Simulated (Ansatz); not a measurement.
## GeH4 (germane): methods side by side

GeH4: 5 atoms, total charge 0, spin state singlet. As SMILES, `[GeH4]`. Geometry: relaxed at PBE0-D4/def2-TZVP.

```xyz
5

Ge    0.0001    0.0001    0.0000
H     1.1481   -0.7563    0.6806
H    -1.2388   -0.0300    0.9042
H    -0.3292   -0.6691   -1.3406
H     0.4198    1.4554   -0.2441
```

Quantity: the energy change with the Ge1–H3 bond stretched from 1.534 to 2.301 Å, in eV. The values are calculated.

```json
{"level": "BLYP/STO-3G (restricted)", "kind": "GGA", "program": "Ansatz", "value (eV)": "3.13", "less FCI/STO-3G": "+0.21"}
{"level": "r2SCAN/STO-3G (restricted)", "kind": "meta-GGA", "program": "Ansatz", "value (eV)": "3.37", "less FCI/STO-3G": "+0.45"}
{"level": "CAM-B3LYP/STO-3G (restricted)", "kind": "range-separated hybrid", "program": "Ansatz", "value (eV)": "3.56", "less FCI/STO-3G": "+0.64"}
{"level": "HSE06/STO-3G (restricted)", "kind": "range-separated hybrid", "program": "Ansatz", "value (eV)": "3.43", "less FCI/STO-3G": "+0.51"}
{"level": "RPA@PBE/STO-3G (restricted)", "kind": "RPA", "program": "Ansatz", "value (eV)": "2.97", "less FCI/STO-3G": "+0.05"}
{"level": "MP2/STO-3G (restricted)", "kind": "perturbation theory", "program": "Ansatz", "value (eV)": "3.48", "less FCI/STO-3G": "+0.56"}
{"level": "CCSD/STO-3G (restricted)", "kind": "coupled cluster or CI", "program": "Ansatz", "value (eV)": "2.95", "less FCI/STO-3G": "+0.03"}
{"level": "CCSDT(Q)/STO-3G (restricted)", "kind": "coupled cluster or CI", "program": "Ansatz", "value (eV)": "2.92", "less FCI/STO-3G": "0.00"}
{"level": "FCI/STO-3G", "kind": "exact in the basis", "program": "Ansatz", "value (eV)": "2.92", "less FCI/STO-3G": "0.00"}
```

FCI/STO-3G is exact within its basis and frozen core, so for wave-function methods in that basis the difference is their error; functionals converge differently with the basis, so for them it is only a difference. All-electron rows without a relativistic Hamiltonian named are non-relativistic. The first shape isn't each level's own minimum. The values span 2.92 to 3.56 eV. All rows use very small basis sets, so even the best lies far from the true value. In the correlated wave-function rows the outer d shell of Ge is correlated, in sets not made for it.

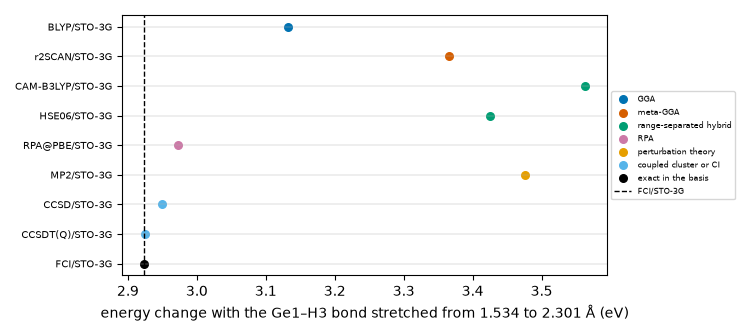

The values of the table, level by level.
